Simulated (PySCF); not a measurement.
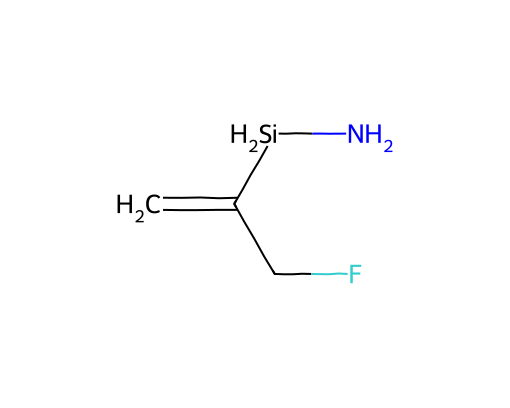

The geometry was computed by an optimisation with GFN2-xTB. No frequency run is at hand to confirm it as a minimum. Level of theory: PBE0/def2-SVPD, gas phase (PySCF 2.14.0). Excitations: vertical, linear response.

**Estimate the lowest vertical singlet excitation.**

5.86 eV.

**What is the dipole moment?**

1.86 D.

**Give the brightest of the 8 lowest singlets at this level.**

6.93 eV.

**Estimate the HOMO energy (Kohn–Sham orbital).**

−7.46 eV.

The geometry is semi-empirical. Around Si such bond lengths and angles can be off by a tenth of an ångström or more and by several degrees, and values that hang on the shape move with them.
